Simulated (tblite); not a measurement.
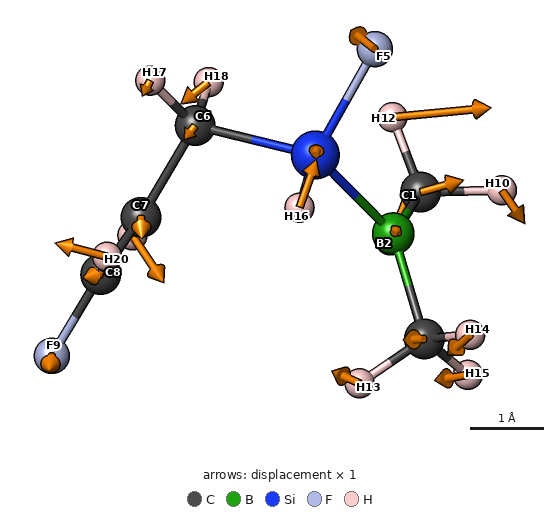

A relaxation of C5H11BF2Si. The starting structure is drawn; orange arrows show the displacements, at their true length. The two geometries are superimposed by the best rigid fit.

A ball-and-stick model, seen at a tilt.

These are results of GFN2-xTB geometry optimisation, gas phase (tblite 0.8.0), not measurements. 

Atoms of which element are displaced furthest, and by how much?

Hydrogen: up to 1.49 Å, against 0.77 Å for fluorine.

What did the optimiser do to the structure, and how much energy did it gain?

An H atom moves most after the best rigid fit: 1.49 Å. By element the largest moves are H 1.49 Å, F 0.77 Å, C 0.65 Å, Si 0.25 Å, B 0.19 Å. Near-neighbour distances that change, for instance: F–Si 1.702 → 1.636 Å, C–Si 1.874 → 1.931 Å, C–H 1.119 → 1.089 Å, C–C 1.507 → 1.480 Å. Among the angles between lasting bonds that change: B–Si–H 110.1° → 120.5°, F–Si–H 108.7° → 100.8°, F–C–H 119.7° → 111.9°. Groups turn about B–Si by about 40°, B–C by about 35°, C–C by about 35°. After 207 geometry steps the energy has fallen by 43.4 kJ/mol. The run took 1.4 s on 1 thread of Arm Neoverse V2 (shared host).
